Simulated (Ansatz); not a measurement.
CsCl-type RuAl was calculated with r²SCANh in Ansatz (plane waves, PAW).

Numerical settings: plane-wave cutoff 520 eV, 10×10×10 k mesh, Fermi–Dirac smearing 0.05 eV, no spin polarisation, scalar-relativistic PAW data made under PBE.

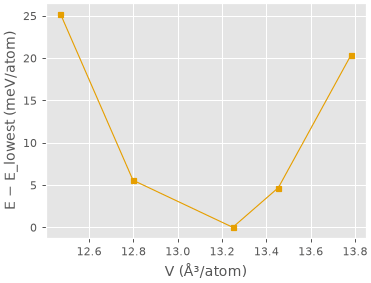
Total energy against volume

Problem. From the curve, estimate the equilibrium volume and the bulk modulus.

Solution. V0 ≈ 13.1 Å³/atom and B0 ≈ 230 GPa; the fit gives V0 = 13.131 Å³/atom, B0 = 228 GPa, B′ = 4.3.

Note: the run has no spin polarisation, so it can have missed a magnetic state.

It cost about 11 core-minutes (a rough figure) of CPU time.

Ansatz is an electronic-structure program.
